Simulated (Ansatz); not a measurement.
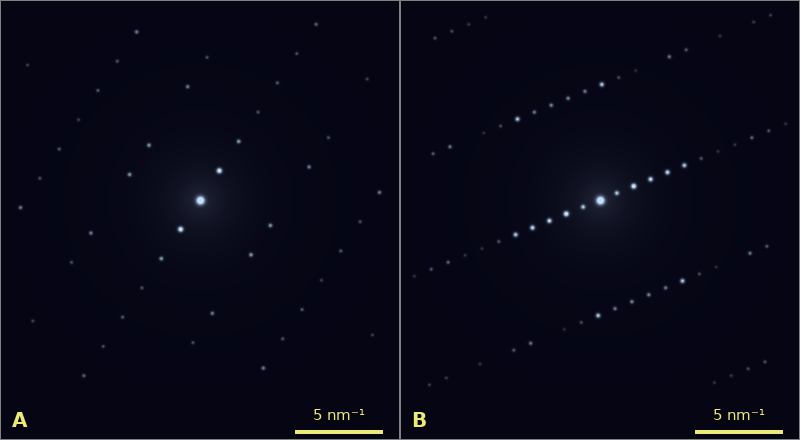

Kinematic electron diffraction patterns (300 kV, B = 0.5 Å², same scale, each along a low-index zone) of two structures of composition LiH3, each relaxed at zero pressure with DFT PBE, scalar-relativistic, plane waves, PAW in Ansatz 0.2.0.

The structures (standard cells):
1. P6_3/mmc (No. 194), a = 5.722 Å, c = 2.631 Å (hexagonal axes), 8 atoms; generated start, possibly hypothetical
2. Cmcm (No. 63), a = 2.319 Å, b = 19.072 Å, c = 2.314 Å, 16 atoms; generated start, possibly hypothetical

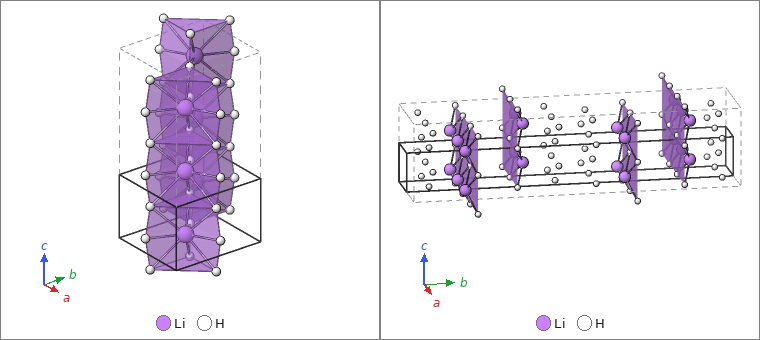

Drawings of the structures 1 to 2, from left to right (each may span several cells).

Question: Which pattern belongs to which structure, and along which zone?

Answer: A is structure 1 along [101] or an equivalent direction: centred rectangular net of 0 1 0 at d = 4.96 Å and 1 0 -1 at d = 2.32 Å, 76.4° apart (some points of this net are extinct or too weak to see). B is structure 2 along [101] or an equivalent direction: centred rectangular net of 0 2 0 at d = 9.54 Å and 1 1 -1 at d = 1.63 Å, 85.1° apart (some points of this net are extinct or too weak to see).

Question: Rank the structures by their computed energy.

Answer: Structure 1 (P6_3/mmc, 9.32 Å³ an atom) is the lowest of these; structure 2 (Cmcm, 6.39 Å³ an atom) lies about 290 meV an atom higher. These are static energies at 0 K; other structures, not shown, may lie lower still.
